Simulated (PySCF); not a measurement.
Species, as SMILES: FB(F)F.
Geometry (B3LYP-D3(BJ)/def2-TZVP, fixed):
```xyz
4

B      0.0000     0.0000     0.0000
F      0.0168     1.3152     0.0316
F      1.1308    -0.6724    -0.0050
F     -1.1476    -0.6428    -0.0266
```
Charge 0, spin multiplicity 1.

Basis-set convergence of the lowest singlet excitation energy at PBE0 with PySCF. Tamm-Dancoff approximation; the state is taken by its order, and sets in which it differs in degeneracy or brightness are left out, yet its character can still change. All functions are spherical. Density fitting with generated auxiliary sets. No added dispersion term, no relativity. Reference: the value in d-aug-cc-pVTZ, 10.620 eV, itself unsure by roughly 0.035 eV (its mean distance from aug-pcseg-2, aug-cc-pVTZ). Deviations are taken from unrounded values. Cost is core time over that of cc-pVDZ, rough, on shared machines of one kind; a dash marks a row that isn't timed (too short, read off another run, short of memory, by another algorithm or on other hardware).

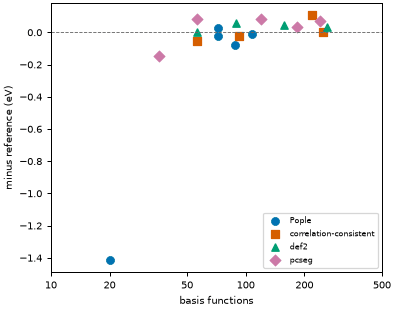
Figure. Deviation from the reference against the number of basis functions, by family of sets.

```csv
basis,functions,lowest singlet excitation energy (eV),minus reference (eV),cost
STO-3G,20,9.207,-1.413,-
pcseg-0,36,10.476,-0.144,-
cc-pVDZ,56,10.568,-0.052,1×
def2-SVP,56,10.621,0.001,0.8×
pcseg-1,56,10.702,0.082,0.9×
6-31+G*,72,10.648,0.028,-
6-311G**,72,10.595,-0.025,2×
6-311+G**,88,10.543,-0.077,1×
def2-SVPD,89,10.680,0.060,1×
aug-cc-pVDZ,92,10.597,-0.023,1×
"6-311++G(2d,2p)",108,10.611,-0.009,2×
pcseg-2,120,10.704,0.083,3×
def2-TZVPPD,157,10.666,0.045,6×
aug-pcseg-2,184,10.655,0.034,7×
cc-pVQZ,220,10.726,0.105,20×
pcseg-3,240,10.690,0.069,20×
d-aug-cc-pVTZ,248,10.620,0.000,30×
def2-QZVPPD,261,10.653,0.032,20×
```
